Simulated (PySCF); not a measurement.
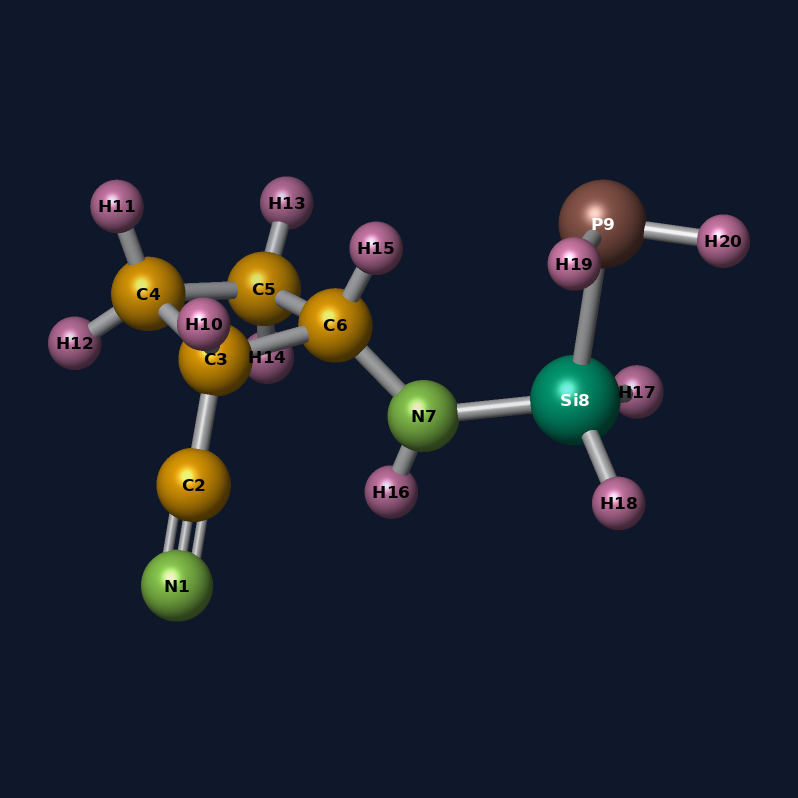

Computed geometry: GFN2-xTB optimisation. No frequency run is at hand to confirm it as a minimum. Electric field gradients from the ground-state density, PBE0/pcSseg-1 (PySCF 2.14.0), non-relativistic apart from any core potentials.

Give the largest field-gradient component, the quadrupole coupling constant and the asymmetry for 14N at N1 (Q = 20.44 mb), 14N at N7 (Q = 20.44 mb), 2H at H10 (Q = 2.86 mb), 2H at H11 (Q = 2.86 mb), 2H at H12 (Q = 2.86 mb), 2H at H13 (Q = 2.86 mb).

```json
{"atom": "N1", "V_zz (a.u.)": "−0.960", "e²qQ/h (MHz)": "−4.61", "η": "0.05"}
{"atom": "N7", "V_zz (a.u.)": "−1.061", "e²qQ/h (MHz)": "−5.09", "η": "0.35"}
{"atom": "H10", "V_zz (a.u.)": "0.303", "e²qQ/h (MHz)": "0.204", "η": "0.04"}
{"atom": "H11", "V_zz (a.u.)": "0.313", "e²qQ/h (MHz)": "0.210", "η": "0.01"}
{"atom": "H12", "V_zz (a.u.)": "0.308", "e²qQ/h (MHz)": "0.207", "η": "0.02"}
{"atom": "H13", "V_zz (a.u.)": "0.315", "e²qQ/h (MHz)": "0.212", "η": "0.00"}
```

The geometry is semi-empirical. Around P, Si such bond lengths and angles can be off by a tenth of an ångström or more and by several degrees, and values that hang on the shape move with them.
